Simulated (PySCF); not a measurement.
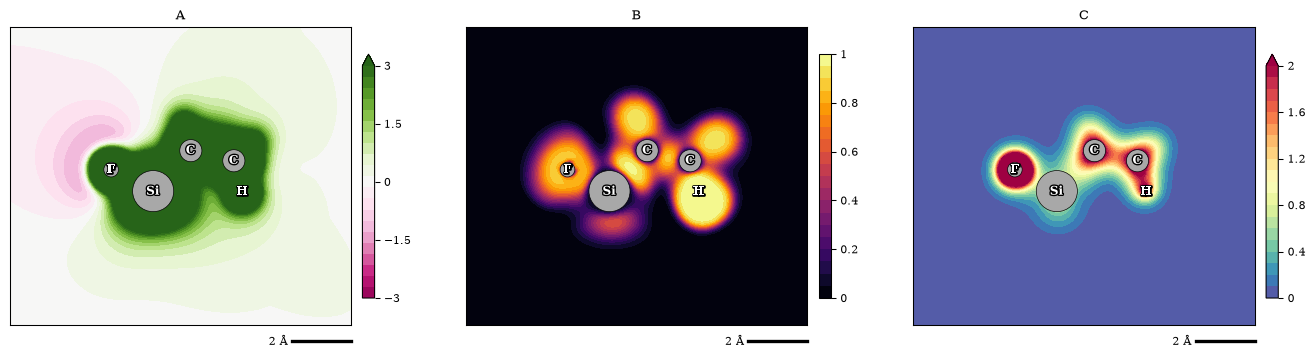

C3H10FPSi2: 3 fields on the plane of atoms C5, C6 and H14, with unlabelled colour scales. Grey discs cover the atomic cores.

Geometry: GFN2-xTB.

The calculation used PBE0/pcSseg-1, SCF density, gas phase, non-relativistic in PySCF.

Input file:

```
{"job": {"kind": "nmr", "xc": "PBE0", "basis": "pcSseg-1"}, "charge": 0, "multiplicity": 1}
F      0.622422     2.081152    -0.532506
Si     0.161282     0.532454    -0.710152
Si     2.004968    -0.805492    -0.250405
P      3.883074     0.281861     0.313315
C     -1.252380     0.292478     0.510125
C     -2.053460    -0.979744     0.481552
C     -2.684762     0.299562     0.049571
H     -0.344402     0.545616    -2.083772
H      2.378919    -1.628120    -1.410171
H      1.759409    -1.736409     0.861319
H      3.263094     1.175432     1.169373
H      3.830789     1.176234    -0.741789
H     -1.089879     0.709780     1.498442
H     -1.817883    -1.712826    -0.275790
H     -2.361039    -1.416231     1.420148
H     -3.423741     0.754021     0.692551
H     -2.883409     0.442262    -1.001720
```

Launched as:

```sh
OMP_NUM_THREADS=1 python probes_run.py task.json out
```

**The panels show electron density, electron localisation function and electrostatic potential in some order. Assign them.**

Panel A: electrostatic potential (strongly positive close to the atoms, with negative regions outside electron-rich atoms). Panel B: electron localisation function. Panel C: electron density. From the grid: C–C (1.50 Å): the density is about 1.6 e/Å³ at the midpoint; the ELF peaks at about 0.85 between the atoms (a shared electron pair). Si–F (1.63 Å): ρ is about 1 e/Å³ halfway; the ELF peaks at about 0.85 in the valence shell of F, 0.6 Å from its nucleus, and is about 0.50 at the midpoint.
